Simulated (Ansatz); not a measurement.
```
atom    x (Å)    y (Å)    z (Å)
   C  -1.1314  -2.0062  -0.0771
   C  -2.2852  -1.0540   0.1697
   C  -2.5373  -0.8687   1.6596
   N  -2.0525   0.2245  -0.4862
  Hf  -0.6553   1.2187  -1.5395
  Cl  -0.7812   3.4871  -0.8546
  Cl  -1.0858   0.9461  -3.8493
   N   1.1324   0.3492  -1.2400
   C   2.0297   0.2702  -0.0978
   C   1.4491   1.0542   1.0657
   C   3.4231   0.7647  -0.4536
   H  -0.2069  -1.6213   0.3601
   H  -0.9643  -2.1549  -1.1464
   H  -1.3417  -2.9787   0.3726
   H  -3.1859  -1.5062  -0.2705
   H  -3.3739  -0.1878   1.8357
   H  -1.6533  -0.4477   2.1464
   H  -2.7734  -1.8226   2.1384
   H  -2.8779   0.8112  -0.3696
   H   1.5226  -0.1393  -2.0406
   H   2.1119  -0.7829   0.2129
   H   0.4449   0.7014   1.3220
   H   2.0729   0.9484   1.9550
   H   1.3882   2.1195   0.8234
   H   3.3875   1.8173  -0.7461
   H   3.8416   0.1944  -1.2870
   H   4.1021   0.6631   0.3969
```

Geometry: PBE0-D4/def2-TZVP; core potentials replace the inner electrons of Hf.

These are results of RKS PBE0-D4/def2-TZVPP (Ansatz), not measurements.

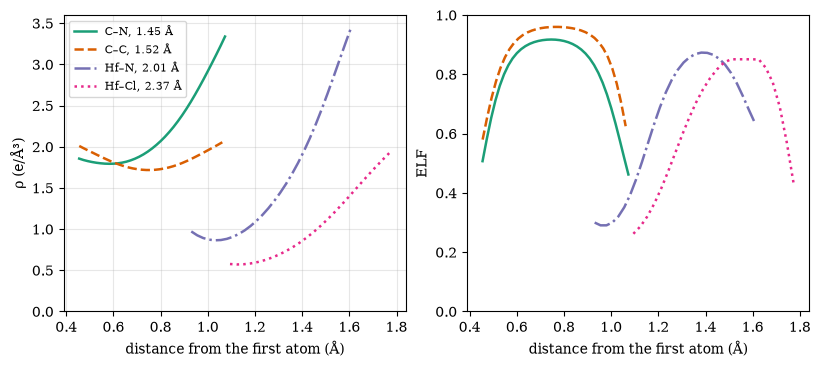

C6H16Cl2HfN2. Electron density and electron localisation function along straight lines between neighbouring atoms. The curves leave out the atomic cores.

> What can be read from the curves?

C–N (1.45 Å): ρ at the midpoint is about 1.9 e/Å³; the ELF peaks at about 0.90 between the atoms: a covalent bond.
C–C (1.52 Å): ρ is about 1.7 e/Å³ halfway; the ELF peaks at about 0.95 between the atoms: a shared electron pair.
Hf–N (2.01 Å): the density is about 0.87 e/Å³ at the midpoint; the ELF peaks at about 0.85 in the valence shell of N, 0.6 Å from its nucleus, and is about 0.30 at the midpoint.
Hf–Cl (2.37 Å): ρ at the midpoint is about 0.58 e/Å³; the ELF peaks at about 0.85 in the valence shell of Cl, 0.9 Å from its nucleus, and is about 0.35 at the midpoint.
